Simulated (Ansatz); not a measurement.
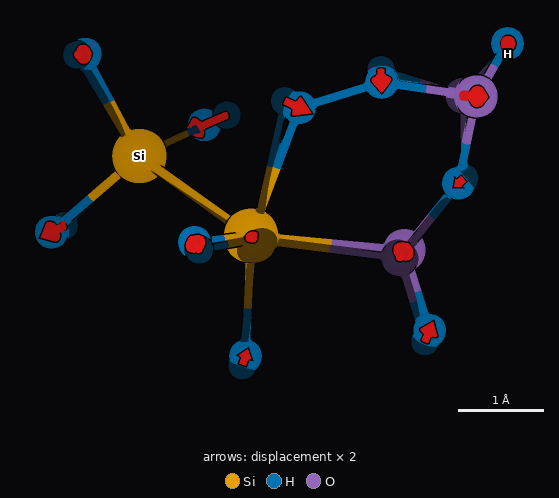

This is a saddle-point search of Si₂H₁₀O₂. The starting structure is drawn faded, the final one solid; red arrows show the displacements, 2 times their true length. The two geometries are superimposed by the best rigid fit.

Style: ball-and-stick. Shown at a tilt.

These are results of RKS CAM-B3LYP-D4/STO-3G in Ansatz 0.2.0, not measurements.

Input file:
```yaml
crystal:
  periodic: [false, false, false]
  atoms:
    - {symbol: Si, position_ang: [-0.251926, -0.876395, 0.311317]}
    - {symbol: H, position_ang: [0.182566, 0.651505, 0.953711]}
    - {symbol: H, position_ang: [-0.524026, -2.192505, -0.458756]}
    - {symbol: H, position_ang: [-0.199954, -1.452123, 1.717336]}
    - {symbol: Si, position_ang: [-2.252378, 0.276424, -0.242979]}
    - {symbol: H, position_ang: [2.048791, 0.160613, -0.315558]}
    - {symbol: O, position_ang: [1.201900, -0.753399, -0.636235]}
    - {symbol: H, position_ang: [1.312896, 1.108126, 0.833149]}
    - {symbol: O, position_ang: [2.177485, 0.981069, 0.318045]}
    - {symbol: H, position_ang: [-2.638861, 1.130482, 0.967549]}
    - {symbol: H, position_ang: [-1.755996, 1.159189, -1.352357]}
    - {symbol: H, position_ang: [-3.253267, -0.493391, -0.612102]}
    - {symbol: H, position_ang: [1.469062, -1.621239, -1.121933]}
    - {symbol: H, position_ang: [2.377313, 1.815690, -0.256749]}
basis:
  gaussian: {orbitals: STO-3G}
hamiltonian: {xc: {name: CAM-B3LYP}, dispersion: d4}
saddle:
  f_tol: 0.1
  max_steps: 40
  mode_guess:
    - [0.0517, -0.1865, -0.1536]
    - [0.2536, 0.3051, 0.0628]
    - [-0.1068, -0.1277, 0.0041]
    - [0.0579, 0.0785, -0.0507]
    - [0.0591, 0.0146, -0.0023]
    - [0.2652, 0.5010, 0.1928]
    - [-0.1214, -0.0786, -0.0016]
    - [-0.4892, -0.1646, 0.0983]
    - [0.0229, -0.1968, -0.1237]
    - [0.0283, -0.0080, -0.0015]
    - [-0.0046, 0.0083, -0.0139]
    - [0.0395, -0.0072, 0.0367]
    - [-0.0846, -0.0437, -0.0206]
    - [0.0285, -0.0946, -0.0268]
```

Launched with:
```bash
ansatz run in.yaml --threads 8 --pin off --events-out ev --progress --plain --max-ram 19148MiB
```

Describe the change and its energy.

Answer. The atom that moves furthest after the best rigid fit is H11 (0.34 Å). Largest moves by element: H 0.34 Å, O 0.26 Å, Si 0.09 Å. Among the contacts that change: H2–H8 1.225 → 1.062 Å, H6–O9 1.045 → 1.202 Å, Si5–H12 1.316 → 1.440 Å, H8–O9 1.014 → 1.136 Å. Bond angles that change, for instance: H6–O9–H8 107.5° → 84.7°, Si1–Si5–H11 100.3° → 111.2°, H2–Si1–H3 171.3° → 162.5°. Over 17 geometry steps the energy falls by 1.786 eV. The largest force component goes from 6 to 0.018 eV/Å. The forces were under the threshold at step 10, but the run went on from there.

Limits of the set-up: STO-3G is a minimal basis, so the numbers are rough.
